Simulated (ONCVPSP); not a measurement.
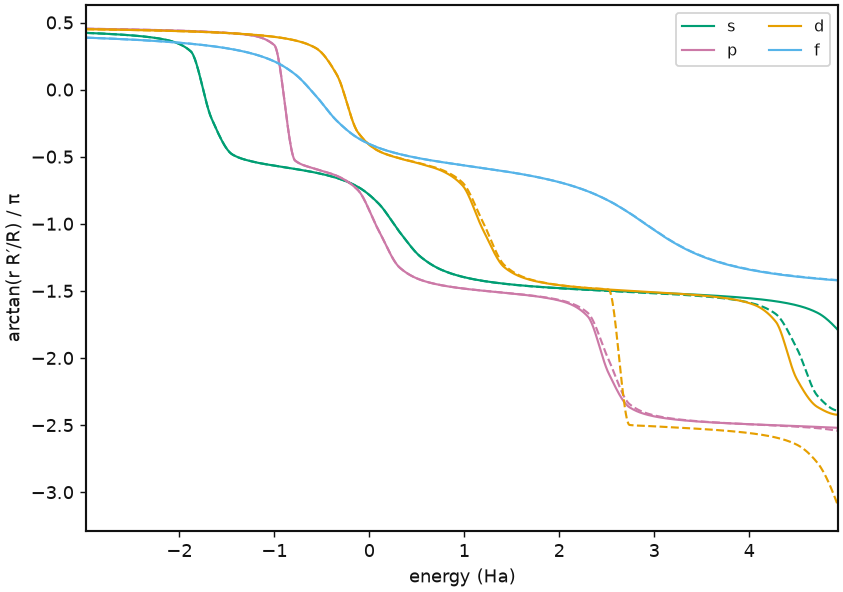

Fig. 1: Unwrapped phase arctan(r R′/R) in units of π against energy, all-electron (solid) and pseudo (dashed); the pseudo phase is matched to the all-electron one at the reference energy. Here R(r) is the radial function. A near-vertical step is a level narrower than the spacing of the points behind the curves.

- Range over which the phases agree within 0.05 rad: s: up to about 3.7 Ha; p: up to about 2.2 Ha; d: up to about 0.9 Ha; f: over the whole range drawn.
- Ghost states: Going away from the reference energies, the phases part by more than π/2 in: s at about 4.6 Ha (above its reference energy, pseudo phase lower); d at about 2.6 Ha (above its reference energy, pseudo phase lower, at the flagged ghost). Such a step is either a state that only one of the two atoms has or an ordinary level shifted in energy. The separate test gives: GHOST(-) flagged for s at -126.9 eV; GHOST(+) flagged for d at 73.0 eV. The bound ghosts lie below the range of the plot.

**Run report: Nd, pseudopotential generation**

Neodymium (Nd, Z = 60), core [Kr] 4d10, reference valence 4f4 5s2 5p6 6s1 6p1, valence charge 14. Computed at this level: ONCV potential, PBE, scalar-relativistic, made with ONCVPSP 4.0.1.

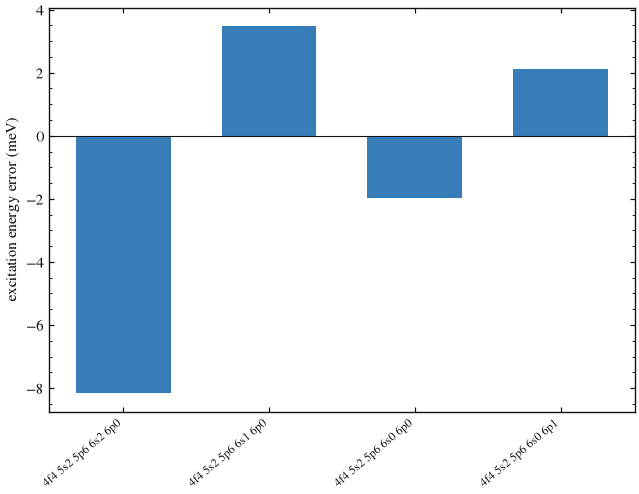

Fig. 2: Errors, all-electron minus pseudo, of the energies of valence configurations relative to the unpolarised reference 4f4 5s2 5p6 6s1 6p1.

- Worst configuration: 4f4 5s2 5p6 6s2 6p0 (neutral): the error is -8.2 meV on an all-electron energy of -2.34 eV relative to the reference, or 0.35 %.
- Errors in meV: 4f4 5s2 5p6 6s2 6p0: -8.2; 4f4 5s2 5p6 6s1 6p0: +3.5; 4f4 5s2 5p6 6s0 6p0: -2.0; 4f4 5s2 5p6 6s0 6p1: +2.1. The potential isn't sound: its ghost test gives GHOST(-) flagged for s at -126.9 eV; GHOST(+) flagged for d at 73.0 eV.

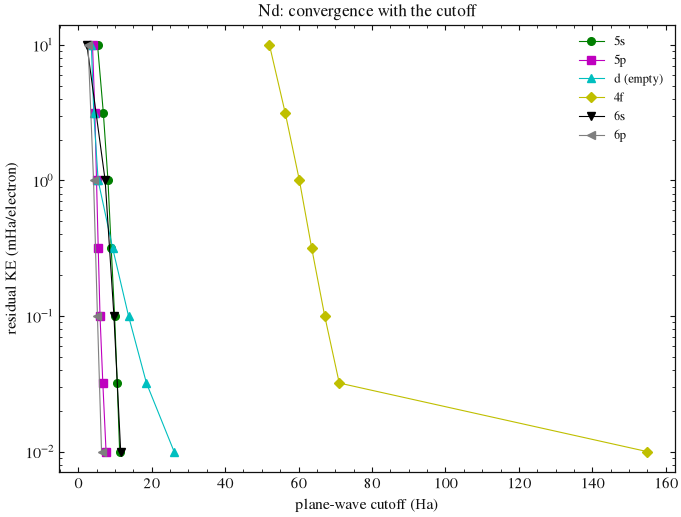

Fig. 3: Residual kinetic energy of the pseudo-waves (the first of each channel, and further valence shells) beyond the plane-wave cutoff, as the generator prints it.

- Cutoffs for 1 mHa per electron: 4f: 60 Ha; 5s: 8.1 Ha; 6s: 7.3 Ha; d (empty): 5.4 Ha; 5p: 5.0 Ha; 6p: 4.2 Ha.
- Cutoffs for the occupied states: 60 Ha for 1 mHa and 67 Ha for 0.1 mHa per electron. The first is set by 4f.
- Hardest wave at 1 mHa per electron: 4f, with rc = 1.50 bohr and qcut = 12.5 1/bohr. The optimisation minimises, but can't always remove, the kinetic energy above qcut²/2 = 78.1 Ha, and a larger rc would as a rule soften the wave at some cost in transferability.

These pictures come from the run below.

**Input**
```
# ATOM AND REFERENCE CONFIGURATION
# atsym  z   nc   nv     iexc    psfile
  Nd 60.00    9    5        4      upf
#
#   n    l    f
    1    0    2.00
    2    0    2.00
    2    1    6.00
    3    0    2.00
    3    1    6.00
    3    2   10.00
    4    0    2.00
    4    1    6.00
    4    2   10.00
    4    3    4.00
    5    0    2.00
    5    1    6.00
    6    0    1.00
    6    1    1.00
#
# PSEUDOPOTENTIAL AND OPTIMIZATION
# lmax
    3
#
#   l,   rc,      ep,       ncon, nbas, qcut
    0    2.50    0.00    4    8    5.00
    1    3.35    0.00    4    8    3.70
    2    3.05    0.22    3    6    3.10
    3    1.50    0.00    3    7   12.50
#
# LOCAL POTENTIAL
# lloc, lpopt,  rc(5),   dvloc0
    4    5    1.10    0.00
#
# VANDERBILT-KLEINMAN-BYLANDER PROJECTORs
# l, nproj, debl
    0    2    3.70
    1    2    2.50
    2    2    2.60
    3    2    1.50
#
# MODEL CORE CHARGE
# icmod, fcfact, rcfact
    1    0.60    0.00
#
# LOG DERIVATIVE ANALYSIS
# epsh1, epsh2, depsh
   -3.00    5.00    0.02
#
# OUTPUT GRID
# rlmax, drl
    6.00    0.01
#
# TEST CONFIGURATIONS
# ncnf
    4
# nvcnf
#   n    l    f
    5
    4    3    4.00
    5    0    2.00
    5    1    6.00
    6    0    2.00
    6    1    0.00
#
    5
    4    3    4.00
    5    0    2.00
    5    1    6.00
    6    0    1.00
    6    1    0.00
#
    5
    4    3    4.00
    5    0    2.00
    5    1    6.00
    6    0    0.00
    6    1    0.00
#
    5
    4    3    4.00
    5    0    2.00
    5    1    6.00
    6    0    0.00
    6    1    1.00
#
```

Command:
```bash
oncvpsp.x < Nd.dat > Nd.out
```

**Log (extracts)**
```
ONCVPSP  (Optimized Norm-Conservinng Vanderbilt PSeudopotential)
scalar-relativistic version 4.0.1

#   n    l    f        energy (Ha)
    1    0    2.00    -1.5951033E+03
    2    0    2.00    -2.5803235E+02
    2    1    6.00    -2.3065813E+02
    3    0    2.00    -5.6014307E+01
    3    1    6.00    -4.7382573E+01
    3    2   10.00    -3.5413226E+01
    4    0    2.00    -1.1173663E+01
    4    1    6.00    -8.3472665E+00
    4    2   10.00    -4.3309114E+00
    4    3    4.00    -1.0778409E-01
    5    0    2.00    -1.5323058E+00
    5    1    6.00    -8.5655111E-01
    6    0    1.00    -1.5305439E-01
    6    1    1.00    -6.5412270E-02

Reference configufation results
  iterations    37
  all-electron total energy (Ha)   -9.62389891D+03

Begin loop to  construct optimized pseudo wave functions
and semi-local pseudopoentials for all angular momenta

Calculating optimized projector #   1

 for l=   0

    Fraction of norm inside rc  0.966993
    Optimizing pswf for qcut=   5.00 a_B^-1,  ecut=  12.52 Ha
    Residual kinetic energy error=  1.29D-06 Ha

    Energy error per electron        Cutoff
         Ha          eV             Ha
         0.01000     0.27211        5.27
         0.00100     0.02721        8.12
         0.00010     0.00272        9.92
         0.00001     0.00027       11.30

Calculating optimized projector #   2

 for l=   0

    Fraction of norm inside rc  0.078147
    Optimizing pswf for qcut=   5.00 a_B^-1,  ecut=  12.52 Ha
    Residual kinetic energy error=  3.07D-06 Ha

    Energy error per electron        Cutoff
         Ha          eV             Ha
         0.01000     0.27211        2.37
         0.00100     0.02721        7.35
         0.00010     0.00272        9.74
         0.00001     0.00027       11.58

Calculating optimized projector #   1

 for l=   1

    Fraction of norm inside rc  0.984436
    Optimizing pswf for qcut=   3.69 a_B^-1,  ecut=   6.83 Ha
    Residual kinetic energy error=  9.06D-06 Ha

    Energy error per electron        Cutoff
         Ha          eV             Ha
         0.01000     0.27211        3.91
         0.00100     0.02721        5.00
         0.00010     0.00272        5.95
         0.00001     0.00027        7.60

Calculating optimized projector #   2

 for l=   1

    Fraction of norm inside rc  0.081538
    Optimizing pswf for qcut=   3.69 a_B^-1,  ecut=   6.83 Ha
    Residual kinetic energy error=  1.54D-06 Ha

    Energy error per electron        Cutoff
         Ha          eV             Ha
         0.01000     0.27211        2.70
         0.00100     0.02721        4.19
         0.00010     0.00272        5.25
         0.00001     0.00027        6.36

WARNING wellstate: localized bound state found for n= 5 l= 2
WARNING this state with energy -0.10408051
WARNING will be used for the first projector

   Wellstate for l =  2  n =  8
     eigenvalue =   2.4959
     asymptotic potential =   2.9959
     half-point radius =  5.1599

Calculating optimized projector #   1

 for l=   2

    Fraction of norm inside rc  0.568017
    Optimizing pswf for qcut=   3.09 a_B^-1,  ecut=   4.79 Ha
    Residual kinetic energy error=  1.25D-03 Ha

    Energy error per electron        Cutoff
         Ha          eV             Ha
         0.01000     0.27211        3.59
         0.00100     0.02721        5.44
         0.00010     0.00272       13.71
         0.00001     0.00027       26.11

Calculating optimized projector #   2

 for l=   2

    Fraction of norm inside rc  0.218405
    Optimizing pswf for qcut=   3.09 a_B^-1,  ecut=   4.79 Ha
    Residual kinetic energy error=  1.01D-01 Ha

    Energy error per electron        Cutoff
         Ha          eV             Ha
         0.01000     0.27211        6.28
         0.00100     0.02721       18.30
         0.00010     0.00272       26.45
         0.00001     0.00027       50.42

   Wellstate for l =  3  n =  5
     eigenvalue =   1.3922
     asymptotic potential =   1.8922
     half-point radius =  2.6891

Calculating optimized projector #   1

 for l=   3

    Fraction of norm inside rc  0.792751
    Optimizing pswf for qcut=  12.50 a_B^-1,  ecut=  78.10 Ha
    Residual kinetic energy error=  1.76D-05 Ha

    Energy error per electron        Cutoff
         Ha          eV             Ha
         0.01000     0.27211       52.08
         0.00100     0.02721       60.24
         0.00010     0.00272       67.13
         0.00001     0.00027      154.86

Calculating optimized projector #   2

 for l=   3

    Fraction of norm inside rc  0.157043
    Optimizing pswf for qcut=  12.50 a_B^-1,  ecut=  78.10 Ha
    Residual kinetic energy error=  1.12D-06 Ha

    Energy error per electron        Cutoff
         Ha          eV             Ha
         0.01000     0.27211       52.29
         0.00100     0.02721       61.26
         0.00010     0.00272       67.99
         0.00001     0.00027       73.44

Construct Vanderbilt / Kleinmman-Bylander projectors

B matrix Hermiticity error, ll=   0
   1   2    9.4466E-05

  Orthonormal projector coefficients  1.2244E+01  9.2630E-01

B matrix Hermiticity error, ll=   1
   1   2    3.1549E-05

  Orthonormal projector coefficients  1.4308E+01  1.8492E+00

B matrix Hermiticity error, ll=   2
   1   2    8.4118E-05

  Orthonormal projector coefficients  4.5776E+00 -1.5771E+00

B matrix Hermiticity error, ll=   3
   1   2    3.2048E-04

  Orthonormal projector coefficients -9.7426E+00 -3.2459E+00

Model core correction analysis
  based on d2Exc/dn_idn_j

d2excae - all-electron derivatives

   -1.716234D-02   -1.339935D-02   -1.063798D-02   -1.356803D-03
   -4.535580D-04
   -1.339052D-02   -2.565890D-02   -2.241699D-02   -1.662932D-03
   -8.334124D-04
   -1.061689D-02   -2.242460D-02   -2.278134D-02   -2.347789D-03
   -6.825172D-04
   -1.630741D-03   -1.892969D-03   -3.156437D-03   -3.302248D-03
   -1.164100D-04
   -6.170466D-04   -9.457464D-04   -1.103850D-03   -9.272838D-04
   -4.283551D-05

d2excps - pseudofunction derivatives with no core correction

   -4.688481D-02   -2.612078D-02   -1.646112D-02   -2.436270D-03
   -8.763901D-04
   -2.611314D-02   -2.752324D-02   -2.252329D-02   -1.937779D-03
   -9.045667D-04
   -1.644091D-02   -2.253083D-02   -2.320073D-02   -2.464114D-03
   -7.209451D-04
   -2.710409D-03   -2.167648D-03   -3.273036D-03   -3.175647D-03
   -7.121079D-05
   -1.039954D-03   -1.016924D-03   -1.142400D-03   -8.824339D-04
   -2.980827D-05

rms 2nd derivative error    7.159685E-03

Polynomial model core charge

d2excps - pseudofunction derivatives with core correction

   -2.171032D-02   -1.606822D-02   -1.228029D-02   -1.508835D-03
   -5.658303D-04
   -1.605957D-02   -2.111806D-02   -1.979764D-02   -1.383626D-03
   -7.114434D-04
   -1.225927D-02   -1.980512D-02   -2.174614D-02   -2.238356D-03
   -6.179422D-04
   -1.782758D-03   -1.613694D-03   -3.047118D-03   -3.119153D-03
   -5.395297D-05
   -7.292991D-04   -8.237641D-04   -1.039308D-03   -8.650251D-04
   -2.230908D-05

rms 2nd derivative error    1.744363E-03

Pseudoatom total energy  -57.267239

Diagnostic tests using Vanderbilt-Kleinman-Bylander pseudopotentials
  1 or more projectors used as specified by nproj input data

   l    rcore       rmatch      e in        delta e   norm test  slope test

   0   2.5116556   2.5879149  -1.5323058   0.0000008   1.0001238   1.0001164
   0   2.5116556   2.5879149  -0.1530544   0.0000008   1.0000172   1.0000136

   1   3.3671398   3.4693735  -0.8565511   0.0000000   1.0000778   1.0000730
   1   3.3671398   3.4693735  -0.0654123   0.0000003   1.0000090   1.0000078

   2   3.0598029   3.1527052  -0.1040805  -0.0000280   0.9999710   0.9996200
   2   3.0598029   3.1527052   2.4959195  -0.0000817   0.9997582   0.9997582

   3   1.5015291   1.5471188  -0.1077841  -0.0000011   1.0001875   1.0001603
   3   1.5015291   1.5471188   1.3922159  -0.0000004   1.0003768   1.0003768

 Testing for bound ghosts
   n   l    E NL Schr. Eq   E Basis Diag.   E Cutoff

       0                       -4.662511     42.00  WARNING - GHOST(-)
   1   0       -1.532305       -1.532299     42.00
   2   0       -0.153054       -0.136207     42.00

   2   1       -0.856551       -0.856532     26.96
   3   1       -0.065412       -0.055718     26.96

   3   2       -0.104108       -0.102685     19.63

   4   3       -0.107785       -0.104562    131.39

 Testing for highly-localized positive-energy ghosts
       l    <radius>/rc     E Basis Diag.   E Cutoff

       2        0.256475        2.684536     19.63  WARNING - GHOST(+)

Test configuration 0

   n   l     f        eae           eps        diff
   1   0  2.0000-1595.10327604
   2   0  2.0000 -258.03234992
   2   1  6.0000 -230.65812749
   3   0  2.0000  -56.01430749
   3   1  6.0000  -47.38257259
   3   2 10.0000  -35.41322632
   4   0  2.0000  -11.17366323
   4   1  6.0000   -8.34726653
   4   2 10.0000   -4.33091136
   4   3  4.0000   -0.10778409   -0.10778524   -1.14D-06
   5   0  2.0000   -1.53230582   -1.53230498    8.36D-07
   5   1  6.0000   -0.85655111   -0.85655107    4.88D-08
   6   0  1.0000   -0.15305439   -0.15305360    7.87D-07
   6   1  1.0000   -0.06541227   -0.06541199    2.77D-07

    Total energies and differences
      AE_ref= -9.62389891D+03  AE_tst= -9.62389891D+03  dif=  0.00D+00
      PS_ref= -5.72672395D+01  PS_tst= -5.72672395D+01  dif= -2.51D-12
      PSP excitation error=  2.51D-12

Test configuration 1

   n   l     f        eae           eps        diff
   1   0  2.0000-1595.05963554
   2   0  2.0000 -257.98917174
   2   1  6.0000 -230.61490311
   3   0  2.0000  -55.97180871
   3   1  6.0000  -47.34006124
   3   2 10.0000  -35.37064077
   4   0  2.0000  -11.13077455
   4   1  6.0000   -8.30426339
   4   2 10.0000   -4.28771236
   4   3  4.0000   -0.06437669   -0.06402878    3.48D-04
   5   0  2.0000   -1.48702078   -1.48734354   -3.23D-04
   5   1  6.0000   -0.81176856   -0.81205414   -2.86D-04
   6   0  2.0000   -0.12869980   -0.12869415    5.65D-06

    Total energies and differences
      AE_ref= -9.62389891D+03  AE_tst= -9.62398475D+03  dif= -8.58D-02
      PS_ref= -5.72672395D+01  PS_tst= -5.73527851D+01  dif= -8.55D-02
      PSP excitation error= -3.00D-04

Test configuration 2

   n   l     f        eae           eps        diff
   1   0  2.0000-1595.27747701
   2   0  2.0000 -258.20594581
   2   1  6.0000 -230.83182339
   3   0  2.0000  -56.18716517
   3   1  6.0000  -47.55544773
   3   2 10.0000  -35.58615903
   4   0  2.0000  -11.34663090
   4   1  6.0000   -8.52032069
   4   2 10.0000   -4.50410251
   4   3  4.0000   -0.28104706   -0.28114717   -1.00D-04
   5   0  2.0000   -1.70631656   -1.70624919    6.74D-05
   5   1  6.0000   -1.03057301   -1.03062719   -5.42D-05
   6   0  1.0000   -0.30128733   -0.30128672    6.10D-07

    Total energies and differences
      AE_ref= -9.62389891D+03  AE_tst= -9.62377116D+03  dif=  1.28D-01
      PS_ref= -5.72672395D+01  PS_tst= -5.71396233D+01  dif=  1.28D-01
      PSP excitation error=  1.28D-04

Test configuration 3

   n   l     f        eae           eps        diff
   1   0  2.0000-1595.53513128
   2   0  2.0000 -258.46193054
   2   1  6.0000 -231.08799272
   3   0  2.0000  -56.44119771
   3   1  6.0000  -47.80951793
   3   2 10.0000  -35.84041023
   4   0  2.0000  -11.60115973
   4   1  6.0000   -8.77507814
   4   2 10.0000   -4.75921651
   4   3  4.0000   -0.53560608   -0.53677249   -1.17D-03
   5   0  2.0000   -1.96352089   -1.96335095    1.70D-04
   5   1  6.0000   -1.28557034   -1.28547588    9.45D-05

    Total energies and differences
      AE_ref= -9.62389891D+03  AE_tst= -9.62337475D+03  dif=  5.24D-01
      PS_ref= -5.72672395D+01  PS_tst= -5.67430091D+01  dif=  5.24D-01
      PSP excitation error= -7.31D-05

Test configuration 4

   n   l     f        eae           eps        diff
   1   0  2.0000-1595.31954600
   2   0  2.0000 -258.24759079
   2   1  6.0000 -230.87348197
   3   0  2.0000  -56.22826292
   3   1  6.0000  -47.59655281
   3   2 10.0000  -35.62733114
   4   0  2.0000  -11.38807417
   4   1  6.0000   -8.56185096
   4   2 10.0000   -4.54577742
   4   3  4.0000   -0.32262089   -0.32326652   -6.46D-04
   5   0  2.0000   -1.74940336   -1.74915040    2.53D-04
   5   1  6.0000   -1.07263364   -1.07240163    2.32D-04
   6   1  1.0000   -0.21556885   -0.21559356   -2.47D-05

    Total energies and differences
      AE_ref= -9.62389891D+03  AE_tst= -9.62366187D+03  dif=  2.37D-01
      PS_ref= -5.72672395D+01  PS_tst= -5.70302764D+01  dif=  2.37D-01
      PSP excitation error=  7.78D-05
```

**Key numbers**

- outcome: generated, with a ghost state
- cutoffs needed: 60 Ha and 67 Ha (the cutoffs at which the residual kinetic energy of the hardest occupied pseudo-wave falls to 1 and 0.1 mHa per electron)
- ghost test: GHOST(-) flagged for s at -126.9 eV; GHOST(+) flagged for d at 73.0 eV
- largest excitation error: -8.2 meV (all-electron minus pseudo) for 4f4 5s2 5p6 6s2 6p0, out of 4 test configurations
- rms error of d²Exc/dni dnj: 7.16 mHa without and 1.74 mHa with the model core
- range over which the phases arctan(r R′/R) at the test radius agree within 0.05 rad (a looser test near the poles than one of phase shifts): s: up to about 3.7 Ha; p: up to about 2.2 Ha; d: up to about 0.9 Ha; f: over the whole range computed
- hardware: 1 CPU thread, shared host
- wall time: 9.8 s

**Notes**

The potential has a bound ghost state, so it can't be used as it stands. Warnings of the program, in the generation or the tests: wellstate: localized bound state found for n= 5 l= 2.
